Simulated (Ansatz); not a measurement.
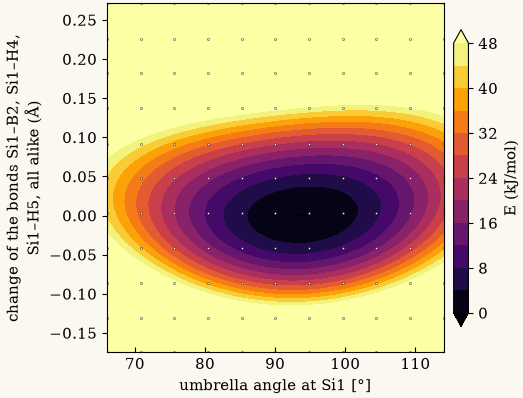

BH3SiTe, SMILES [SiH2]=B[TeH]. First axis: umbrella angle at Si1 (between each of its bonds and their common axis; 90 is planar). Second axis: change of the bonds Si1–B2, Si1–H4, Si1–H5, all alike. Nothing is relaxed (all other coordinates rigid). Grid: 11 × 11 points. Points are written as (first, second). Energies: kJ/mol, counted from the lowest grid point. These are results of RKS PBE0-D4/def2-TZVP in Ansatz 0.2.0, not measurements.

The picture shows filled contours, dots at the grid points, one colour for all values above the top of the scale. Between grid points the surface is interpolated.

### Where is the minimum, and how stiff is the well along each coordinate?

The interpolated minimum is at the first coordinate ≈ 94.0°, the second coordinate ≈ 0.000 Å. The curvatures there are about 4.4 eV/rad² and 63 eV/Å², with a cross term of about −1.9 eV/(rad·Å). Round the minimum the two coordinates are weakly coupled (coupling −0.11 in units of the two stiffnesses). (1 eV is 96.5 kJ/mol.)
